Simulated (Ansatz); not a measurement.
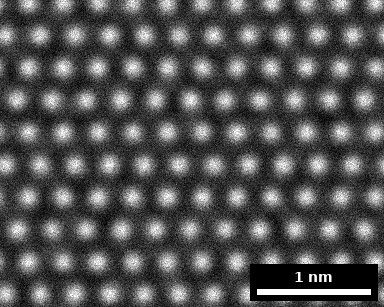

HAADF-like image of Tb (P6_3/mmc, No. 194). Simulated incoherent Z contrast: every atom adds Z^1.7 spread by a probe of 1.30 Å full width; channelling and multiple scattering are left out. The probe carries 25 % of its weight in a tail 2.5 times as wide. The display is stretched by a gamma of 0.8; percentages refer to the linear signal. Shot noise and the speckle of an amorphous layer were added. Structure used: a calculation's starting geometry; the starting structure was generated, so it need not be a known form of this composition.

```
CELL_PARAMETERS angstrom
3.56254 0.00000 0.00000
-1.78127 3.08525 0.00000
0.00000 0.00000 11.51102
ATOMIC_POSITIONS crystal
Tb 0.00000 0.00000 0.00000
Tb 0.00000 0.00000 0.50000
Tb 0.33333 0.66667 0.25000
Tb 0.66667 0.33333 0.75000
```

Which beam direction gives this image, [211], [101], [421] or [100]? (Directions equivalent by symmetry count as one.)

Answer. [100]. The projected cells are 3.25 × 3.25 Å, 114° for [211]; 3.40 × 3.52 Å, 119° for [101]; 2.76 × 2.76 Å, 100° for [421]; 3.09 × 11.51 Å, 90° for [100], and the image repeats as the [100] one does.
